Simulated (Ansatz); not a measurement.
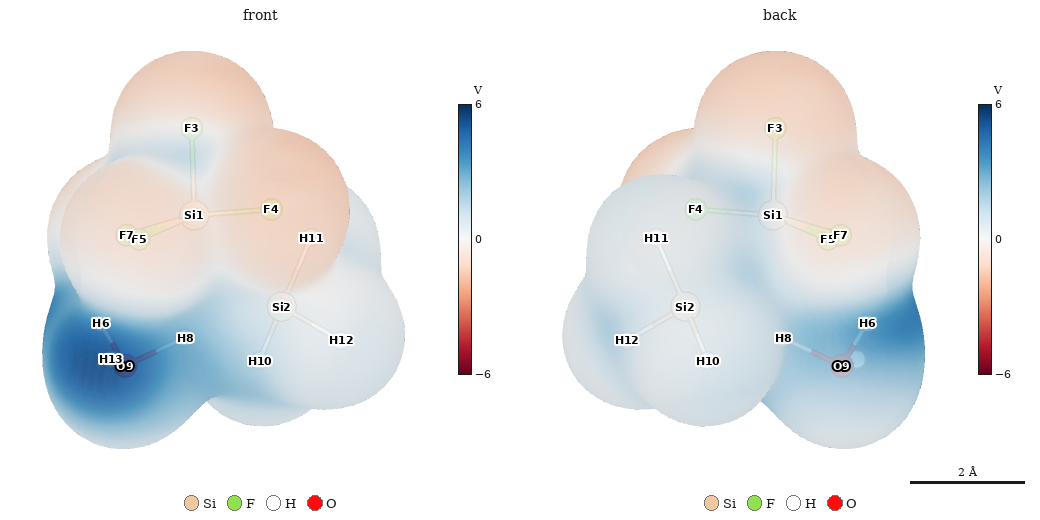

Figure 1: SiF$_{4}$···H$_{3}$Si···H$_{3}$O. The molecular electrostatic potential painted on the density surface at 0.004 e/bohr³, seen from the front and from behind; red is negative and blue positive.

A transition-state structure; geometry: PBE0-D4/def2-TZVP.

The calculation used RKS PBE0-D4/def2-TZVPP in Ansatz.

```xyz
13

Si   -1.2011   -0.0881    0.3651
Si    0.3806    0.0864   -1.5772
F    -2.5265   -0.9616    0.3040
F    -1.8082    1.1593   -0.4940
F    -0.9958    0.7254    1.7452
H     1.1157   -0.7291    1.4728
F    -0.3096   -1.4237    0.9459
H     0.9710    0.2869    0.2895
O     1.5992    0.1143    1.2479
H     1.6682   -0.6549   -1.7116
H    -0.6538   -0.7176   -2.2874
H     0.4997    1.4323   -2.1817
H     1.2608    0.7704    1.8814
```

**Describe the electrostatic potential map.**

The most negative region (about −1.4 V, or −32 kcal/mol for a unit charge) lies over F3 and F4, the most positive (about +5.1 V, or +118 kcal/mol for a unit charge) over H13.
